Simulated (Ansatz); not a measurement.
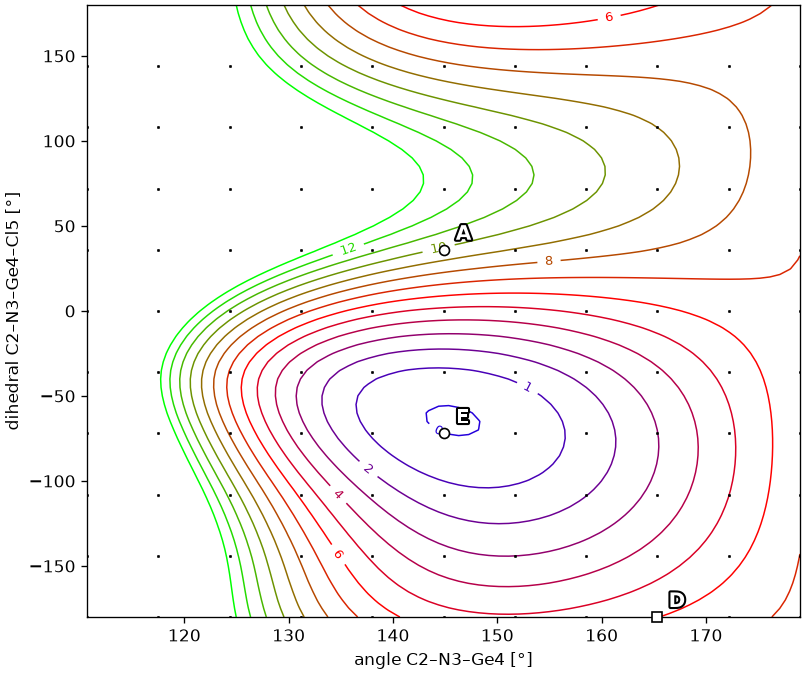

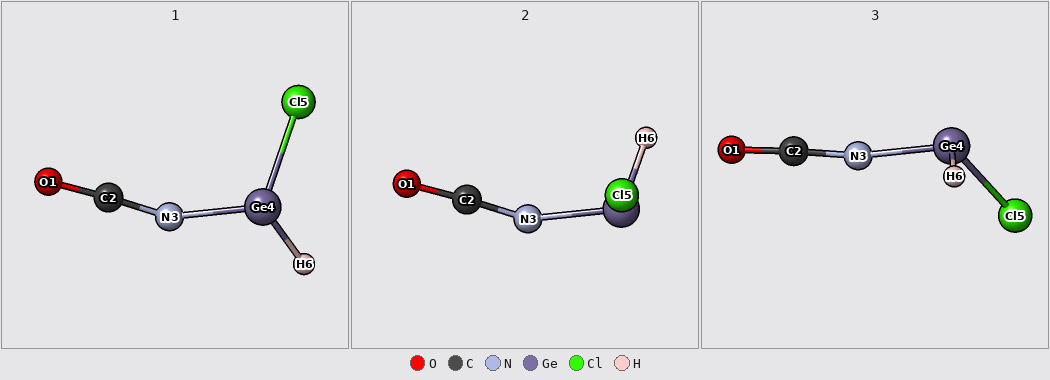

CHClGeNO, SMILES O=C=[N][GeH][Cl], spin multiplicity 2. The first coordinate is: angle C2–N3–Ge4; the second: dihedral C2–N3–Ge4–Cl5. Nothing is relaxed (all other coordinates rigid). The scan uses an 11 × 10 grid. Energies are in kJ/mol, from the lowest grid point. The calculation used UKS r2SCAN-D4/def2-SVP (Ansatz 0.2.0).

Drawn: contour lines labelled in kJ/mol (none above 13), dots at the grid points, lettered points. Between grid points the surface is interpolated. The numbered pictures are the structures at these points, in random order.

Which structure belongs to which point?

Answer. A is structure 2: angle C2–N3–Ge4 = 144.9°, dihedral C2–N3–Ge4–Cl5 = 36°, 9.8 kJ/mol; D is structure 3: angle C2–N3–Ge4 = 165.3°, dihedral C2–N3–Ge4–Cl5 = −180°, 6.0 kJ/mol; E is structure 1: angle C2–N3–Ge4 = 144.9°, dihedral C2–N3–Ge4–Cl5 = −72°, 0.0 kJ/mol.
